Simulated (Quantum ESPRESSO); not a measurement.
## MnS: which magnetic order is lowest: run 3, typed as antiferro q=(0,0,1/2) +−

Quantum ESPRESSO 7.5; PBEsol; plane waves with GBRV 1.5 PBEsol potentials, no spin-orbit coupling.

The database entry behind the starting cell differs from later determinations by our own check (an axis about 0.2 % short against later determinations), so it need not match the best structure at ambient conditions.

This order needs a doubled cell of 4 atoms.

pw.in

```
&CONTROL
  calculation = 'scf'
  prefix = 'pwscf'
  outdir = './tmp'
  pseudo_dir = './pseudo'
  disk_io = 'nowf'
/
&SYSTEM
  ibrav = 0
  celldm(1) = 8
  nat = 4
  ntyp = 3
  ecutwfc = 40
  ecutrho = 280
  nbnd = 30
  occupations = 'smearing'
  smearing = 'fd'
  degauss = 0.00367493
  nspin = 2
  starting_magnetization(1) = 0.3
  starting_magnetization(2) = -0.3
  starting_magnetization(3) = 0
/
&ELECTRONS
  conv_thr = 8d-09
  electron_maxstep = 150
  mixing_beta = 0.3
/
ATOMIC_SPECIES
Mn1    54.9380 mn_pbesol_v1.5.uspp.F.UPF
Mn2    54.9380 mn_pbesol_v1.5.uspp.F.UPF
S      32.0600 s_pbesol_v1.4.uspp.F.UPF
CELL_PARAMETERS alat
   0.0000000000000    0.6152239614485    0.6152239614485
   0.6152239614485    0.0000000000000    0.6152239614485
   1.2304479228970    1.2304479228970    0.0000000000000
ATOMIC_POSITIONS crystal
Mn1     0.0000000000    0.0000000000    0.0000000000
Mn2     0.0000000000    0.0000000000    0.5000000000
S       0.5000000000    0.5000000000    0.2500000000
S       0.5000000000    0.5000000000    0.7500000000
K_POINTS automatic
6 6 3 0 0 0
```

Run with:

```console
$ OMP_NUM_THREADS=1 mpirun -n 4 pw.x -nk 4 -in pw.in > pw.out
```

Before running it: what should come out for the spin moment in the atom's sphere?

Opposed moments of equal size cancel, so the cell has no net moment. Symmetry leaves 2 kinds of site among the 4 atoms, and equivalent atoms carry values of equal size.

Spin moment in the atom's sphere by atom:

| atom | spin moment in the atom's sphere (μB) |
| --- | --- |
| Mn1 | 4.15 |
| Mn2 | -4.15 |

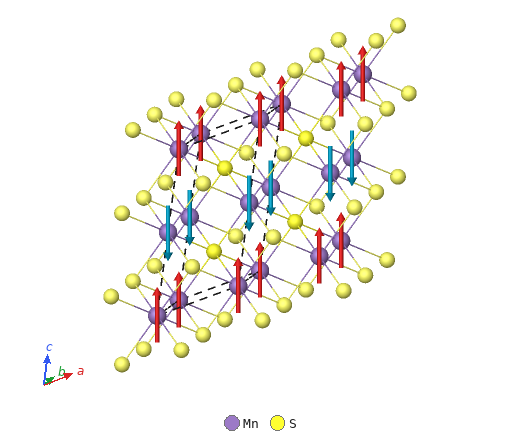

Spin moment in the atom's sphere as arrows, the longest 4.15 μB. Up and down stand for the sign. Arrows give size and sign along the axis of quantisation, drawn up and down the page. The two directions have two colours. 2×1×1 cells are drawn. Some periodic images of atoms are drawn too.

Numbers from this step:

```
magnetization          : 0 μB
absolute magnetization : 8.89 μB
final state            : antiferromagnetic
```

[Logs and program files are shortened in this print: banners, set-up blocks, solver, clock and traceback lines can be left out without a mark of their own.]

[Logs are printed without paths, hosts, clocks, repeated set-up lines and the standing remarks that a program may print on its own settings, such as how far it seeks lower states.]

[Hosts, paths, dates, database ids (printed as entryN), source tags and the programs' standing remarks are cut or masked in the printed files.]

[Where a cell is said to come from a database of computed structures, the database is the Materials Project.]
